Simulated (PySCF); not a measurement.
C6H7NSi (SMILES N#CCC#C[SiH]1CC1)

```xyz
15

N    -4.2612    1.6932    0.5608
C    -3.6969    0.7472    0.2589
C    -2.9709   -0.4421   -0.1266
C    -1.5796   -0.1077   -0.3841
C    -0.4286    0.1848   -0.5849
Si    1.3224    0.6301   -0.9143
C     2.5618    0.2321    0.4464
C     2.5793   -0.7607   -0.7267
H    -3.0363   -1.1768    0.6837
H    -3.4310   -0.8637   -1.0274
H     1.5310    1.7244   -1.8439
H     2.2261   -0.1616    1.3954
H     3.4489    0.8388    0.5629
H     3.4779   -0.7641   -1.3275
H     2.2526   -1.7660   -0.5003
```

Geometry: GFN2-xTB.

The calculation used PBE0/pcSseg-1, SCF density, gas phase, non-relativistic in PySCF.

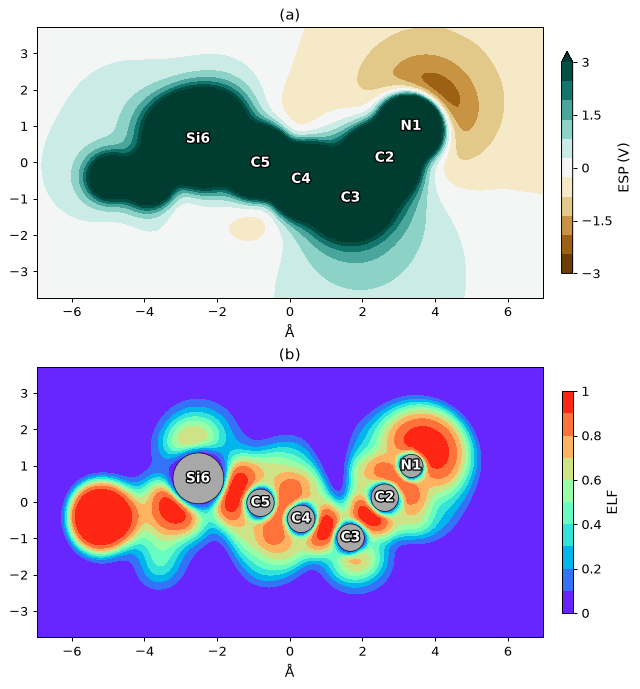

Figure 1. (a) electrostatic potential; (b) ELF on the plane of atoms C2, C3 and C4. Grey discs cover the atomic cores in the ELF map.

**Interpret the plot.**

The section cuts through N, C and Si sites.
C–N (1.14 Å): the ELF peaks at about 0.85 between the atoms (a multiple bond).
C–C (1.20 Å): the ELF peaks at about 0.85 between the atoms; a multiple bond.
C–Si (1.84 Å): the ELF peaks at about 0.95 between the atoms; localised, covalent bonding.
The ELF also peaks beside N1, away from the bonds: lone-pair regions.
Outside the dense part of the molecule the potential is most negative (−2.2 V) near N1.

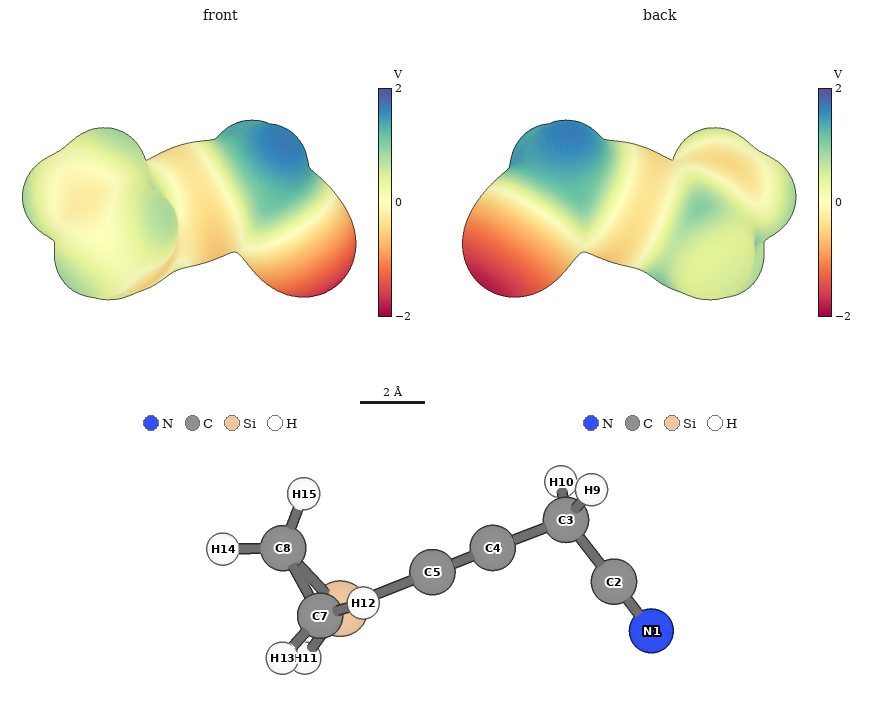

Figure 2. The electrostatic potential painted on the density surface at 0.002 e/bohr³, seen from the front and from behind; red is negative and blue positive. The bare structure is drawn below in the same view.

**Where is the surface potential most negative and most positive?**

The most negative region (about −1.8 V, or −42 kcal/mol for a unit charge) lies over N1, the most positive (about +1.7 V, or +39 kcal/mol for a unit charge) over H9 and H10. N1 is the likeliest acceptor of a hydrogen bond.

**What dipole moment does the calculation give?**

Its dipole moment is 3.60 D.
